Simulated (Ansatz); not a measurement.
TiS$_{2}$ (CdI2 type)

```
CELL_PARAMETERS angstrom
      3.36059     0.00000     0.00000
     -1.68029     2.91036     0.00000
      0.00000     0.00000     5.52244
ATOMIC_POSITIONS crystal
  Ti 0.00000 0.00000 0.00000
  S  0.33333 0.66667 0.25857
  S  0.66667 0.33333 0.74143
```

E(V) scan at fixed shape, V₀ the volume above. The atoms relax within the cell's symmetry.

Calculation: PBE-D3(BJ) (plane waves to 420 eV, PAW, scalar-relativistic; Ansatz, a program for electronic structure). k mesh 16×16×9 (Γ-centred), Fermi-Dirac smearing 0.05 eV. Energies are smeared free energies. With the shape held, the modulus is that of even scaling; a crystal free to change shape is softer. At this level the bands of TiS2 touch or barely overlap. TiS2 is run without spin polarisation. TiS2 was relaxed with its symmetry unable to fall. ΔE is measured from the relaxed starting cell.

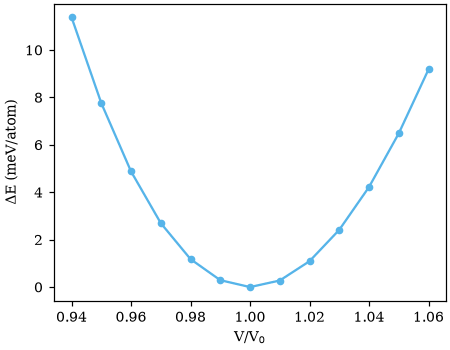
ΔE (meV/atom) against V/V₀; one marker a computed point.

Q: What is ΔE at V/V₀ = 0.940?

A: About 11 meV/atom.

Q: What bulk modulus at fixed cell shape B₀ follows from a third-order Birch-Murnaghan fit?

A: About 50 GPa.

Q: What is ΔE at V/V₀ = 1.060?

A: About 9 meV/atom.

(Under strain, the slope of the energy per volume gives the stress and its curvature an elastic modulus.)
